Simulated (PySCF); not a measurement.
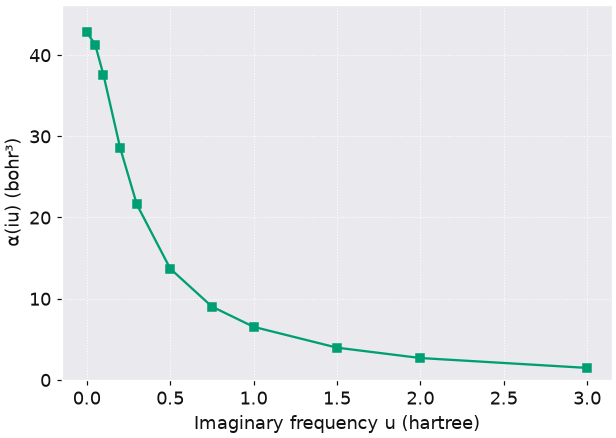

Dipole polarisability at imaginary frequency of an atom or ion with 78 electrons in the configuration [Xe] 4f¹⁴ 5d⁸ 6s². Coupled response at the PBE level; PySCF, aug-cc-pwCVTZ-PP with a 60-electron core potential, unrestricted single determinants, no spin-orbit coupling.

Which species is it, and what does the curve give?

The Pt atom. The static dipole polarisability is 42.8 bohr³; α(iu) falls to half of it near u = 0.30 hartree. The Casimir–Polder integral gives C₆ = 450 hartree bohr⁶ for two such species.
